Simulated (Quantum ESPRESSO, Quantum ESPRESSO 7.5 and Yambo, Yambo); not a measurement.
## ZnSe (Stilleite): G0W0 on several meshes in Yambo

How does the mesh move the gap of ZnSe (Stilleite)?

Calculated with Quantum ESPRESSO 7.5 and Yambo 5.3.0; PBE and many-body steps on it, plane waves.

**1. The structure**

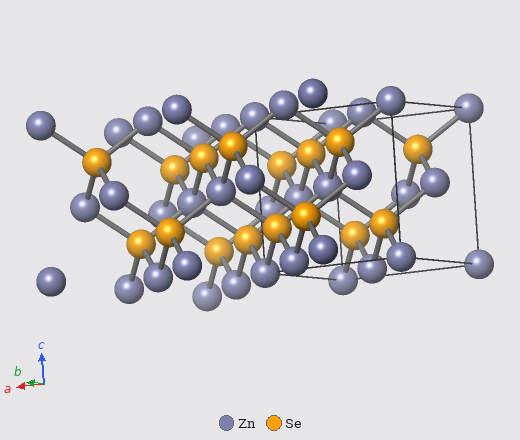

The cell as given, from a free direction (zinc blue, selenium orange). 2×2×1 cells are drawn. This picture shows the conventional cell, with its axes. Bonds to atoms that aren't drawn are left out. Some periodic images of atoms are drawn too.

The cell and positions come from the Crystallography Open Database and are kept as given unless a step says otherwise.

**2. Empty states on the mesh, 4×4×4 mesh, 559 bands**

This step: Quantum ESPRESSO 7.5; DFT, PBE, plane waves, norm-conserving pseudopotentials.

The sums over transitions need many empty states on a uniform mesh; this step solves for them.

pw.in

```
&control
  calculation = 'nscf'
  prefix = 'x'
  outdir = 'o'
  pseudo_dir = 'pseudo'
/
&system
  ibrav = 0
  nat = 2
  ntyp = 2
  ecutwfc = 104.0
  nbnd = 559
  force_symmorphic = .true.
/
&electrons
  conv_thr = 1e-9
  electron_maxstep = 80
  diago_full_acc = .true.
  diago_thr_init = 5e-6
/
ATOMIC_SPECIES
  Zn 65.38 Zn.upf
  Se 78.971 Se.upf
CELL_PARAMETERS angstrom
  -0.0000000000 2.8338000000 2.8338000000
  2.8338000000 -0.0000000000 2.8338000000
  2.8338000000 2.8338000000 0.0000000000
ATOMIC_POSITIONS crystal
  Zn 0.0000000000 0.0000000000 0.0000000000
  Se 0.2500000000 0.2500000000 0.2500000000
K_POINTS automatic
  4 4 4 0 0 0
```

On the command line:

```console
> OMP_NUM_THREADS=1 mpirun -n 8 pw.x -nk 4 -in pw.in > pw.out
```

The log of the run:

```text
Program PWSCF v.7.5 starts

     This program is part of the open-source Quantum ESPRESSO suite
     for quantum simulation of materials; please cite
         "P. Giannozzi et al., J. Phys.:Condens. Matter 21 395502 (2009);
         "P. Giannozzi et al., J. Phys.:Condens. Matter 29 465901 (2017);
         "P. Giannozzi et al., J. Chem. Phys. 152 154105 (2020);
     in publications or presentations arising from this work. More details at

     Atomic positions and unit cell read from directory:
     o/x.save/

     Message from routine setup:
[...]
66.8190  66.8190  66.8650  68.6406  68.6406  68.7404  68.8674  68.8674
     [... 58 further rows ...]
   294.0106 294.0106 294.4647 294.6414 294.6414 295.0329 295.2882 295.2882
   295.9680 295.9680 296.3142 297.4017 297.4017 297.8626 298.2245

          k = 0.3536 0.0000 0.0000 (  5457 PWs)   bands (ev):

     [... further k-points ...]

     highest occupied, lowest unoccupied level (ev):     8.7791   10.0703

     XML data file, pseudopotentials, collected wavefunctions

=------------------------------------------------------------------------------=
   JOB DONE.
=------------------------------------------------------------------------------=
```

It took 77 s on 8 MPI ranks of Arm Neoverse V1, shared host; peak memory 1.8 GiB.

This step gave:

```
gap                                                           : 1.291 eV
k of the valence top                                          : 0, 0, 0
k of the conduction bottom                                    : 0, 0, 0
least direct gap                                              : 1.291 eV
k points computed                                             : 8
lowest point of the top converged band, above the valence top : 289.4454 eV
```

On this mesh the gap is 1.291 eV.

The density comes from a self-consistent run that is not shown.

**3. Conversion and set-up**

This step: Yambo 5.3.0; conversion and set-up on PBE, plane waves, norm-conserving pseudopotentials.

The states are converted to the many-body program's format and the q mesh is built.

On the command line:

```console
> (cd o/x.save; p2y > p2y.log; mv SAVE ../..); yambo > setup.log
```

The log of the run:

```text
 Yambo, version 5.3.0

 [02] CORE Variables Setup
 =========================

  [02.01] Unit cells
  ==================

  Cell kind             :  FCC
  Atoms in the cell     :  Zn  Se
  number of Zn atoms    :  1
  number of Se atoms    :  1

  List of atomic masses
  Mass of Zn    :  65.38000
  Mass of Se    :  78.97100

  List of atomic coordinates    : [cc]
  Zn1       :  0.000000  0.000000  0.000000  order 1
  Se1       :  2.677553  2.677553  2.677553  order 2

  Alat factors          :  5.355106  5.355106  5.355106 [a.u.]
  Direct lattice volume :  307.1384 [a.u.]
[...]
==========================================

 IBZ Q-points                                      :   8
 BZ  Q-points                                      :   64

 K/Q-points units:
 rlu = crystal or reduced units; cc = cartesian coordinates; iku = interal k-units

 Q [1]          [rlu]:  0.000000  0.000000  0.000000
 Q [2]          [rlu]:  0.33641E-17  0.33641E-17  0.25000
 Q [3]          [rlu]: -0.67283E-17 -0.67283E-17 -0.50000
[...]
Q [7]          [rlu]:  0.12061E-16 -0.50000     -0.50000
 Q [8]          [rlu]:  0.250000 -0.500000 -0.250000

  [03.01] X indexes
  =================

   [03.01.01] Sigma indexes
   ========================

 [06] Game Over & Game summary
```

The job ended after 3.4 s (1 MPI rank; peak memory 0.26 GiB).

**4. 4×4×4**

G0W0 replaces the xc potential by the self-energy, built once from these orbitals. Only a window of levels is corrected, while the sums run over the empty bands that the input names.

This step: G0W0 on PBE, plane waves, norm-conserving pseudopotentials.

gw2.in

```
HF_and_locXC
gw0
dyson
ppa
em1d
rim_cut
RandQpts= 1000000
RandGvec= 1 RL
EXXRLvcs= 104 Ry
VXCRLvcs= 416 Ry
Chimod= "HARTREE"
% BndsRnXp
 1 | 241 |
%
NGsBlkXp= 17 Ry
% LongDrXp
 1 | 1 | 1 |
%
% GbndRnge
 1 | 241 |
%
DysSolver= "n"
ExtendOut
PPAPntXp= 27.21138 eV
% QPkrange
 1 | 1 | 21 | 24 |
%
```

On the command line:

```console
> OMP_NUM_THREADS=1 mpirun -n 8 yambo -F gw2.in -J gw2 -C gw2 > gw2.log
```

The log of the run:

```text
 Yambo, version 5.3.0

 [02] CORE Variables Setup
 =========================

  [... cell, symmetries and grids as in the set-up ...]

  [02.05] Energies & Occupations
  ==============================

  [X] === General ===
  [X] Electronic Temperature                        :  0.000000  0.000000 [eV K]
  [X] Bosonic    Temperature                        :  0.000000  0.000000 [eV K]
  [X] Finite Temperature mode                       : no
  [X] El. density                                   :  0.96675E+24 [cm-3]
  [X] Fermi Level                                   :  8.779089 [eV]

  [X] === Gaps and Widths ===
  [X] Conduction Band Min                           :  1.291205 [eV]
  [X] Valence Band Max                              :  0.000000 [eV]
  [X] Filled Bands                                  :  22
  [X] Empty Bands                                   :    23   559
  [X] Direct Gap                                    :  1.291205 [eV]
  [X] Direct Gap localized at k                     :  1
  [X] Indirect Gap                                  :  1.291205 [eV]
  [X] Indirect Gap between kpts                     :  1  1
  [X] Last valence band width                       :  2.657666 [eV]
  [X] 1st conduction band width                     :  4.197883 [eV]

 [03] Transferred momenta grid and indexing
 ==========================================

 IBZ Q-points                                      :   8
 BZ  Q-points                                      :   64

 K/Q-points units:
 rlu = crystal or reduced units; cc = cartesian coordinates; iku = interal k-units

 Q [1]          [rlu]:  0.000000  0.000000  0.000000
 Q [2]          [rlu]:  0.33641E-17  0.33641E-17  0.25000
 Q [3]          [rlu]: -0.67283E-17 -0.67283E-17 -0.50000
 Q [4]          [rlu]: -0.60307E-17  0.25000      0.25000
 Q [5]          [rlu]: -0.10514E-16  0.25000      0.50000
 Q [6]          [rlu]: -0.67283E-17  0.25000     -0.25000
 Q [7]          [rlu]:  0.12061E-16 -0.50000     -0.50000
 Q [8]          [rlu]:  0.250000 -0.500000 -0.250000

 [04] Coloumb potential Random Integration (RIM)
 ===============================================

  [04.01] RIM initialization
  ==========================

  * Diagonal components only detected *

  8 x (sBL volume)        :  0.100952 [a.u.]
  sBZ random points       :  1000000
  Points outside the sBZ  :   7968281
  RL volume               :  0.807617 [a.u.]
  Integrated volume       :  0.810832 [a.u.]

  [04.02] RIM integrals
  =====================

  Gamma point sphere radius             :  0.084461 [a.u.]
  Points outside the sphere             :   800476
  [Int_sBZ(q=0) 1/q^2]*(Vol_sBZ)^(-1/3) =:  7.776341
                                 should be <:  7.795600

  Summary of Coulomb integrals for non-metallic bands |Q|[au] RIM/Bare

  Q [1] 0.100000E-4 0.997530 * Q [2] 0.254029 1.068455
  Q [4] 0.293327 1.068048 * Q [6] 0.414827 1.030576
  Q [5] 0.486428 1.023062 * Q [3] 0.508057 1.020719
  Q [7] 0.586654 1.016898 * Q [8] 0.655899 1.013831

 [WARNING] [Xp] User bands 1-241 break level degeneracy

 [05] Dipoles
 ============

  [05.01] Setup: observables and procedures
  =========================================

 [06] Dynamic Dielectric Matrix (PPA)
 ====================================

 [SLK-Inversion]  Pools        :  2
 [SLK-Inversion]  BLACS grid   :  2  2

 [WR./gw2//ndb.pp]---------------------------------------------------------------
  Brillouin Zone Q/K grids (IBZ/BZ)                :    8   64    8   64
  RL vectors                                       :   6615 [WF]
  Coulomb cutoff potential                         : none
  Electronic Temperature                           :  0.000000 [K]
  Bosonic    Temperature                           :  0.000000 [K]
  PPA    diel. fun.  energies                      : Perdew, Burke & Ernzerhof(X)+Perdew, Burke & Ernzerhof(C)
  wavefunctions                                    : Perdew, Burke & Ernzerhof(X)+Perdew, Burke & Ernzerhof(C)
  Global Gauge                                     : length
  X matrix size                                    :   387
  X band range                                     :    1  241
  X e/h energy range                               : -1.000000 -1.000000 [eV]
  X Time ordering                                  : R
  X Hxc Kernel                                     : HARTREE
  X Drude frequency                                :  0.000000  0.000000
  X poles                                          :  100.0000 [o/o]
  RL vectors in the sum                            :   6615
  [r,Vnl] included                                 : yes
  Field direction                                  :  0.577350E-5  0.577350E-5  0.577350E-5
  BZ energy Double Grid                            : no
  BZ energy DbGd points                            : 0
  BZ Q point size factor                           : -1.000000
  X Optical Averaged directions                    : none

 [07] Local Exchange-Correlation + Non-Local Fock
 ================================================

 [VXC] Plane waves :   44039
 [EXS] Plane waves :   5601

 QP @ state[ 1 ] K range:  1  1
 QP @ state[ 1 ] b range:  21  24

 [xc] Functional : Perdew, Burke & Ernzerhof(X)+Perdew, Burke & Ernzerhof(C)
 [xc] LIBXC used to calculate xc functional
  PP Number of Atomic Species                      :  2
  NLCC RL compoments                               :   44039
  PP Number of Atomic Species                      :  2
  NLCC RL compoments                               :   44039

 [xc] E_xc :  -44.07142 [Ha]
      E_xc :  -88.14284 [Ry]

  Local XC kind (lXC) : Perdew, Burke & Ernzerhof(X)+Perdew, Burke & Ernzerhof(C)
  Non-Local XC kind (nlXC) : Hartree-Fock

  Corrections @ K [1] :  [eV]
 <21|nlXC|21> = -19.77204 -0.41030E-17 <21|lXC|21> = -17.09314  0.000000
 <22|nlXC|22> = -19.77192  0.11510E-16 <22|lXC|22> = -17.09314  0.23602E-16
 <23|nlXC|23> = -8.904226  0.17650E-17 <23|lXC|23> = -12.79076  0.94408E-16
 <24|nlXC|24> = -6.297340  0.64940E-18 <24|lXC|24> = -11.02908 -0.94408E-16

 [08] Dyson equation: Newton solver
 ==================================

  [08.01] G0W0 (W PPA)
  ====================

  [  GW  ] Bands range     :    1  241
  [GW/PPA] G damping       :  0.100000 [eV]

  QP @ state[ 1 ] K range:  1  1
  QP @ state[ 1 ] b range:  21  24

   Sc/G bands                                       :    1  241
   Sc/G damping                                     :  0.100000 ev
   Sc bands terminator                              : no
   Sx RL components                                 :   5601

   QP @ state[ 1 ] K range                          :  1  1
   QP @ state[ 1 ] b range                          :  21  24
   GF energies kind                                 : Perdew, Burke & Ernzerhof(X)+Perdew, Burke & Ernzerhof(C)
   GF WF`s kind                                     : Perdew, Burke & Ernzerhof(X)+Perdew, Burke & Ernzerhof(C)
   Xs energies kind                                 : Perdew, Burke & Ernzerhof(X)+Perdew, Burke & Ernzerhof(C)
   Xs WF`s kind                                     : Perdew, Burke & Ernzerhof(X)+Perdew, Burke & Ernzerhof(C)

 [11] Game Over & Game summary
```

It took 4.4 min on 8 MPI ranks; peak memory 4.6 GiB.

This step gave:

- G0W0 gap on the points computed: 2.039 eV
- starting gap on the mesh: 1.291 eV
- k of the valence top: 0, 0, 0
- k of the conduction bottom: 0, 0, 0
- least direct G0W0 gap on the computed points: 2.039 eV
- Z at the valence top: 0.7958
- Z at the conduction bottom: 0.8127

The gap on the mesh goes from 1.29 eV to 2.04 eV, a correction of +0.75 eV.

**5. Empty states on the mesh, 2×2×2 mesh, 241 bands**

This step: Quantum ESPRESSO 7.5; DFT, PBE, plane waves, norm-conserving pseudopotentials.

pw.in, as its differences from that of step 2:

```diff
@@ -11,3 +11,3 @@
   ecutwfc = 104.0
-  nbnd = 559
+  nbnd = 241
   force_symmorphic = .true.
@@ -31,2 +31,2 @@
 K_POINTS automatic
-  4 4 4 0 0 0
+  2 2 2 0 0 0
```

On the command line:

```console
> OMP_NUM_THREADS=1 mpirun -n 8 pw.x -nk 4 -in pw.in > pw.out
```

The log of the run:

```text
[banner, memory and clock lines left out]
Program PWSCF v.7.5 starts

     Atomic positions and unit cell read from directory:
     o/x.save/

     Message from routine setup:
     using ibrav=0 with symmetry is DISCOURAGED, use correct ibrav instead

     Message from routine divide_et_impera:
     suboptimal parallelization: some nodes have no k-points

     bravais-lattice index     =            0
     lattice parameter (alat)  =       7.5733  a.u.
     unit-cell volume          =     307.1384 (a.u.)^3
     number of atoms/cell      =            2
[...]
-198.4430-137.9212-137.9212-137.9212-116.4660 -70.6257 -70.6257 -70.6257
[...]
[... 19 further rows ...]
[...]
163.3304

          k =-0.7071 0.0000 0.0000 (  5514 PWs)   bands (ev):

  -198.4430-137.9212-137.9212-137.9212-116.4660 -70.6257 -70.6257 -70.6257
[...]
65.2888  65.8355  66.7278  66.7278  67.1923  68.1685  68.1685  68.2603
     [... 19 further rows ...]
   160.7236 161.4218 161.6921 161.7208 161.7208 163.2990 165.6001 168.6775
   169.3931

     highest occupied, lowest unoccupied level (ev):     8.7791   10.0703

     XML data file, pseudopotentials, collected wavefunctions
```

Run time: 9.5 s. Hardware: 8 MPI ranks; peak memory 0.71 GiB; 75 s of CPU time.

This step gave:

| Item | Value |
| --- | --- |
| gap | 1.291 eV |
| k of the valence top | 0, 0, 0 |
| k of the conduction bottom | 0, 0, 0 |
| least direct gap | 1.291 eV |
| k points computed | 3 |
| lowest point of the top converged band, above the valence top | 154.5513 eV |

On this mesh the gap is 1.291 eV.

(Continued in part 2 of 2.)

[Paths, hosts, dates, memory and timing lines, banners, echoed tables and standing remarks are left out of the program output.]

[Logs are printed without paths, hosts, clocks, repeated set-up lines and the standing remarks that a program may print on its own settings, such as how far it seeks lower states.]

[Runs of the session that timed out or met a known fault of the program may be left out.]

[Hosts, paths, dates, database ids (printed as entryN), source tags and the programs' standing remarks are cut or masked in the printed files.]
